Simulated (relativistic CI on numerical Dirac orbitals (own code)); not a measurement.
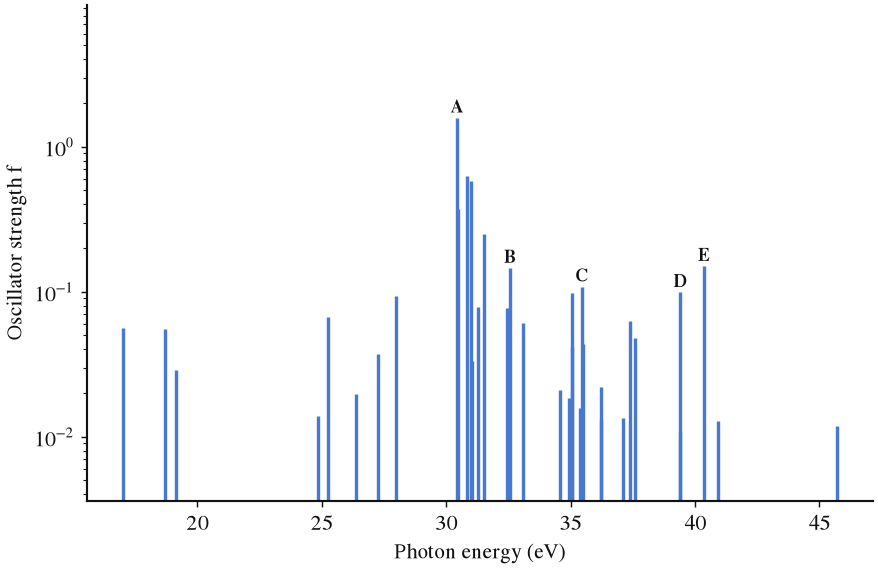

Computed spectrum: absorption lines from the lowest level (oscillator strengths f) of an atom or ion with 51 electrons. Method of calculation: relativistic CI on Dirac orbitals, KLI exchange-only orbitals, Breit term, model QED, unscaled Slater integrals (in-house radial CI code).

Levels without a good LS label are named by their open jj subshells in square brackets.

Q: Which ion is it, and what are the lettered lines?

A: La⁶⁺ (lanthanum, Z = 57). A: 5s² 5p² 5d ⁴P₅/₂ ← 5s² 5p³ ⁴S°₃/₂, 30.44 eV, f = 1.6; B: 5s² 5p² 5d J = 5/2 (even, mixed, level 72) ← 5s² 5p³ ⁴S°₃/₂, 32.56 eV, f = 0.15; C: 5s 5p³ 4f J = 3/2 (even, mixed, level 116) ← 5s² 5p³ ⁴S°₃/₂, 35.45 eV, f = 0.11; D: 5s² 5p² 6s ⁴P₃/₂ ← 5s² 5p³ ⁴S°₃/₂, 39.41 eV, f = 0.099; E: 5s² 5p² 6s [5p₁/₂ 5p₃/₂ 6s] J = 5/2 ← 5s² 5p³ ⁴S°₃/₂, 40.36 eV, f = 0.15.

Caveat: configurations can be misplaced by up to about 7 % of their energy; low levels that differ in the count of f electrons can be misplaced by several ten thousand cm⁻¹; only a limited list of configurations is included, so lower levels can be missing; only lines among the lowest 400 of 10439 levels are drawn, so those from 5s² 5p² 6p, 5s 5p² 4f² and 5s 5p³ 5d are incomplete.
